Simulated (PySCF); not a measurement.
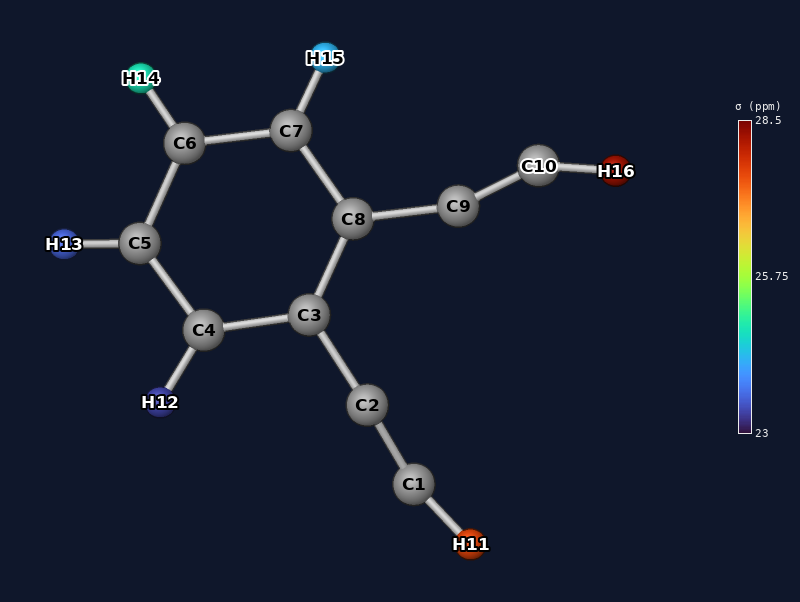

Atoms are coloured by their isotropic NMR shieldings (H only, the others grey). Geometry: a frame of a GFN2-xTB molecular-dynamics simulation, not a minimum. Level of theory: GIAO PBE0/pcSseg-1 NMR shielding, non-relativistic, gas phase (PySCF 2.14.0).

Give the isotropic NMR shieldings of the H atoms atom by atom.

```
atom  σ (ppm)
 H11    27.58
 H12    23.39
 H13    23.63
 H14    24.84
 H15    24.33
 H16    28.21
```
